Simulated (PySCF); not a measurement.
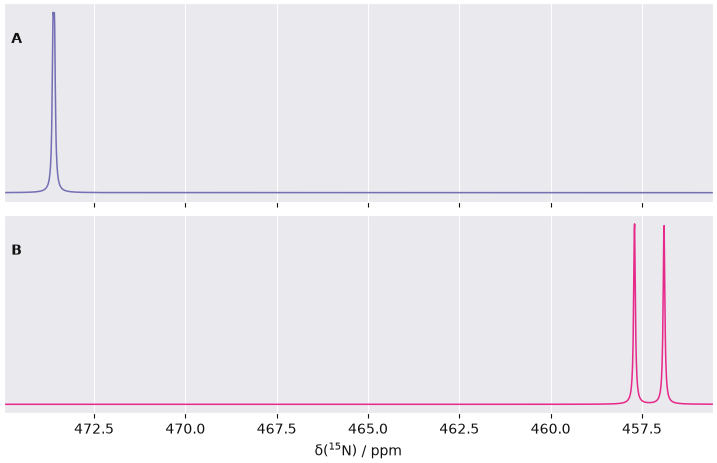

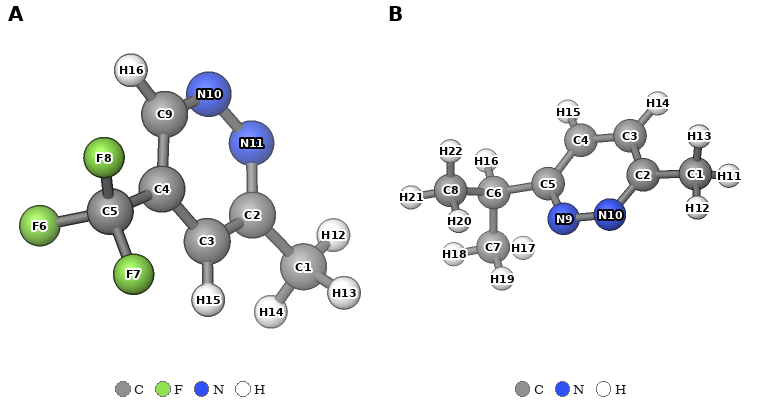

Related molecules: A is C₆H₅F₃N₂, SMILES Cc1cc(C(F)(F)F)cnn1; B is C₈H₁₂N₂, SMILES Cc1ccc(C(C)C)nn1. GIAO ¹⁵N shifts against NH₃ (¹⁵N: a single molecule, while the usual scales start at liquid NH₃ or nitromethane; multiply bonded nitrogen can come out tens of ppm too deshielded), PBE0/pcSseg-1 in PySCF, at a GFN2-xTB geometry (no frequency check); fully decoupled, line heights follow the number of nuclei within a panel, widths are arbitrary (no quadrupolar broadening); values of one conformer, averaged over methyl-type rotors and exact or near symmetry; other conformers aren't averaged in.

> Assign the ¹⁵N signals of each molecule.

A: 473.6 (N10); 473.6 (N11)
B: 457.7 (N9); 456.9 (N10)

The order of signals that lie close, as those under 3 ppm apart, is within the error of the method.

Limits of at least one run: the tight-binding geometry is rougher than a DFT one and adds to the error.
